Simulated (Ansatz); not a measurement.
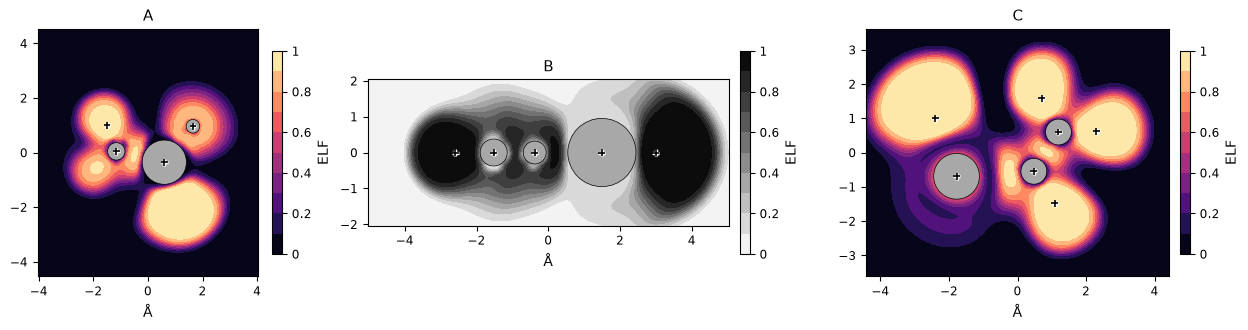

The electron localisation function of 3 systems, each on a plane through atoms (crosses mark nuclei in the plane; grey discs cover the cores).

These are results of Ansatz 0.2.0, isolated molecule in a Gaussian basis; Kohn-Sham density functional theory, functional PBE0, not measurements.

System 1: C$_{2}$H$_{6}$In (charge −1), the plane of atoms C1, C2 and In3. Geometry: BLYP-D3(BJ)/def2-SVPD; core potentials replace the inner electrons of In.

| atom | x (Å) | y (Å) | z (Å) |
| --- | --- | --- | --- |
| C | -2.0700 | -0.3448 | 1.7445 |
| C | -1.0105 | 0.1082 | 1.0349 |
| In | 0.7936 | -1.1109 | 0.4293 |
| H | -2.9370 | 0.2894 | 2.0210 |
| H | -2.1280 | -1.3912 | 2.0926 |
| H | -1.0653 | 1.1779 | 0.7407 |
| H | 2.2766 | -0.3560 | 1.1367 |
| H | 0.5298 | -2.7763 | 1.0745 |
| H | 0.9212 | -1.1142 | -1.3744 |

System 2: CH$_{8}$AlFN$_{2}$, the plane of atoms Al2, N5 and H13. Geometry: PBE0-D3(BJ)/def2-SVP.

```yaml
atoms:
  - { symbol: C, position_ang: [-0.1547, -1.8935, 2.4724] }
  - { symbol: Al, position_ang: [0.5079, -0.5431, -0.0789] }
  - { symbol: F, position_ang: [1.0657, 1.0561, -0.0715] }
  - { symbol: N, position_ang: [0.0517, -0.5521, 1.9175] }
  - { symbol: N, position_ang: [1.7832, -1.8152, -0.1826] }
  - { symbol: H, position_ang: [-0.2801, -1.8872, 3.5657] }
  - { symbol: H, position_ang: [0.7080, -2.5098, 2.1847] }
  - { symbol: H, position_ang: [-1.0494, -2.3346, 2.0114] }
  - { symbol: H, position_ang: [0.8373, -0.0840, 2.3741] }
  - { symbol: H, position_ang: [-0.7595, 0.0471, 2.0792] }
  - { symbol: H, position_ang: [-0.9151, -0.8385, -0.7432] }
  - { symbol: H, position_ang: [1.6711, -2.6365, -0.7676] }
  - { symbol: H, position_ang: [2.7728, -1.5966, -0.1246] }
```

System 3: CH$_{2}$CuN, a plane that holds the molecular axis. Geometry: PBE0-D4/def2-TZVP.

```xyz
5

C     0.0000    0.0000   -1.5219
Cu    0.0000    0.0000    1.4934
N     0.0000    0.0000   -0.3788
H     0.0000    0.0000    2.9984
H     0.0000    0.0000   -2.5910
```

> Match each panel to its system.

Panel A is system 2, CH$_{8}$AlFN$_{2}$: the plane holds Al, F, N and H. Al–F (1.69 Å): the ELF peaks at about 0.85 in the valence shell of F, 0.6 Å from its nucleus, and is about 0.30 at the midpoint. Panel B is system 3, CH$_{2}$CuN: the plane holds C, Cu, N and H. C–N (1.14 Å): the ELF peaks at about 0.85 between the atoms; a short, multiple covalent bond. Panel C is system 1, C$_{2}$H$_{6}$In: the plane holds C, In and H. C–C (1.35 Å): the ELF peaks at about 0.90 between the atoms, as expected for localised, covalent bonding.
